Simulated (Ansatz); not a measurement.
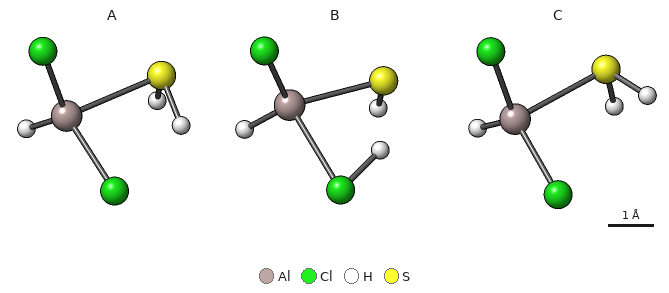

3 geometries from a converged minimum-energy path of AlH$_{3}$SCl$_{2}$, shuffled. The picture is a ball-and-stick view, seen from a free direction.

These are results of RKS BHLYP-D4/6-31G* (Ansatz), not measurements. Set-up: 7 movable images; climbing image; force threshold 0.05 eV/Å; iteration limit 60; starting path through a guess of the saddle point.

Question: Which frame is the transition state?

Answer: B. In order along the path, whose images run from 0 to 8: C (image 2, +0.03 eV), A (image 4, +0.20 eV), B (image 6, +1.26 eV). A hydrogen atom shifts from one atom to another. Breaking: H–S (1.34 → 3.15 Å). Forming: Cl–H (3.48 → 1.28 Å).
